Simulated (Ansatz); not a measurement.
# C2F3 (trifluorovinyl radical): UBLYP/aug-cc-pVDZ

Aim: the vertical electron affinity of C2F3 (trifluorovinyl radical) at UBLYP/aug-cc-pVDZ, from 2 runs. 

The calculation is run with Ansatz 0.2.0.

45 further runs of the same task are left out: 3 that didn't finish, 42 set aside as unsound or not needed.

## (1) The system as given

C2F3 has 5 atoms, charge 0, and is taken as a doublet. SMILES: `F[C]=C(F)F`. The coordinates come from a PBE0-D4/def2-TZVP relaxation.

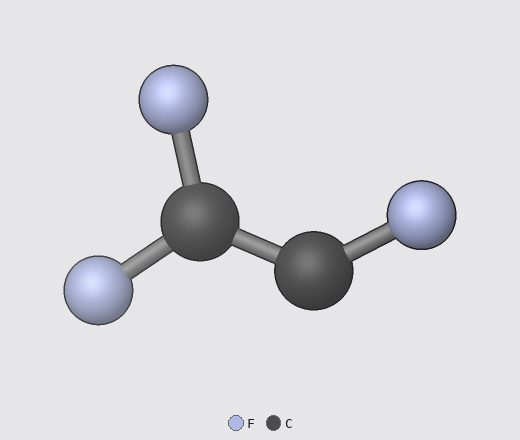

The structure, seen from a chosen angle (fluorine light blue, carbon dark grey).

## (2) The energy at UBLYP/aug-cc-pVDZ

The input, job.yaml:

```yaml
basis:
  gaussian:
    orbitals: aug-cc-pVDZ
crystal:
  periodic: [false, false, false]
  atoms:
    - {symbol: F, position_ang: [0.577720, -1.033470, 1.511080]}
    - {symbol: C, position_ang: [0.506940, 0.038840, 0.785720]}
    - {symbol: C, position_ang: [-0.126500, 0.247860, -0.343200]}
    - {symbol: F, position_ang: [-0.848620, -0.650470, -0.980670]}
    - {symbol: F, position_ang: [-0.109540, 1.397240, -0.972920]}
magnetization:
  spin_polarized: true
  initial_magnetization: 1
hamiltonian:
  xc: {name: BLYP}
output: {orbitals: {seedname: orbitals}}
accuracy: high
```

Launch:

```sh
$ ansatz run job.yaml --threads 1 --pin off --max-ram 3480MiB --events-out events.jsonl --progress --plain --runs-dir runs
```

What it wrote:

```text
Warning: RAYON_NUM_THREADS=1 ignored (pool sized by the plan → 1); use --threads N
Functional definition: BLYP
  name "BLYP"
  parameter beta = 0.0042
  parameter a = 0.04918
  parameter b = 0.132
  parameter c = 0.2533
  parameter d = 0.349
  exchange = b88_x(beta = beta)
  correlation = lyp_c(a = a, b = b, c = c, d = d)
2299 factors; integrals over basis functions are off by at most 2.3e-9 eV
mean field evaluation 1: about -10217.6939 eV, gradient 2.6e1 eV
mean field evaluation 2: about -10217.1557 eV, gradient 2.9e1 eV
mean field evaluation 4: about -10220.7091 eV, gradient 2.4e0 eV
mean field evaluation 8: about -10220.7233 eV, gradient 1.2e-1 eV
mean field evaluation 16: about -10220.7234 eV, gradient 1.5e-4 eV
mean field evaluation 32: about -10219.4534 eV, gradient 8.7e-1 eV
mean field -10220.72340663 eV, -375.6046573385 hartree, gradient 7.6e-8 eV, S^2 0.756174; 3 other end points of the search recorded, 0 dependent functions left out
reference -10220.72345768 eV, -375.6046592147 hartree; 20, 19 occupied and 95, 96 virtual orbitals, 2299 factors
Total energy: -10220.72345768 eV, -375.6046592147 hartree
```

Wall time 26 s (1 thread of Arm Neoverse N1, shared host); peak memory 0.36 GiB.

## (3) The singlet anion at the same level

The input, in.yaml:

```yaml
basis:
  gaussian:
    orbitals: aug-cc-pVDZ
crystal:
  periodic: [false, false, false]
  atoms:
    - {symbol: F, position_ang: [0.577720, -1.033470, 1.511080]}
    - {symbol: C, position_ang: [0.506940, 0.038840, 0.785720]}
    - {symbol: C, position_ang: [-0.126500, 0.247860, -0.343200]}
    - {symbol: F, position_ang: [-0.848620, -0.650470, -0.980670]}
    - {symbol: F, position_ang: [-0.109540, 1.397240, -0.972920]}
total_charge: -1
hamiltonian:
  xc: {name: BLYP}
accuracy: high
output:
  orbitals: {seedname: orbitals}
```

Launch:

```sh
$ ansatz run in.yaml --threads 1 --pin off --max-ram 3480MiB --events-out events.jsonl --progress --plain --runs-dir runs
```

What it wrote:

```text
Warning: RAYON_NUM_THREADS=1 ignored (pool sized by the plan → 1); use --threads N
Functional definition: BLYP
  name "BLYP"
  parameter beta = 0.0042
  parameter a = 0.04918
  parameter b = 0.132
  parameter c = 0.2533
  parameter d = 0.349
  exchange = b88_x(beta = beta)
  correlation = lyp_c(a = a, b = b, c = c, d = d)
2298 factors; integrals over basis functions are off by at most 2.3e-9 eV
mean field evaluation 1: about -10214.9275 eV, gradient 5.6e1 eV
mean field evaluation 2: about -10167.6912 eV, gradient 1.1e2 eV
mean field evaluation 4: about -10221.2349 eV, gradient 2.2e1 eV
mean field evaluation 8: about -10222.0555 eV, gradient 6.9e-1 eV
mean field evaluation 16: about -10222.0532 eV, gradient 1.1e-4 eV
mean field -10222.05323037 eV, -375.6535274597 hartree, gradient 1.5e-8 eV, S^2 0.000000; 0 other end points of the search recorded, 0 dependent functions left out
reference -10222.05327300 eV, -375.6535290260 hartree; 20, 20 occupied and 95, 95 virtual orbitals, 2298 factors
Total energy: -10222.05327300 eV, -375.6535290260 hartree
```

Run time: 16 s. Hardware: 1 thread of Arm Neoverse N1, shared host; peak memory 0.31 GiB.

## (4) What came out

At UBLYP/aug-cc-pVDZ:

| quantity | value |
| --- | --- |
| doublet C2F3: total energy | -375.60466 Eh |
| doublet C2F3: HOMO energy (highest over α and β) | -6.16 eV |
| doublet C2F3: LUMO energy (lowest over α and β) | -4.83 eV |
| doublet C2F3: ⟨S²⟩ | 0.756 |
| singlet anion: total energy | -375.65353 Eh |
| singlet anion: HOMO energy | 1.99 eV |
| singlet anion: LUMO energy | 3.81 eV |
| singlet anion: HOMO–LUMO gap (to an unbound level, set by the basis) | 1.82 eV |
| vertical electron affinity (to the singlet anion) | 1.330 eV |

At fixed nuclei the extra electron is bound by 1.33 eV (31 kcal/mol). The HOMO (singlet anion) lies at positive energy, 1.99 eV, as semi-local functionals often give for anions; only total energies tell whether the electron is bound.
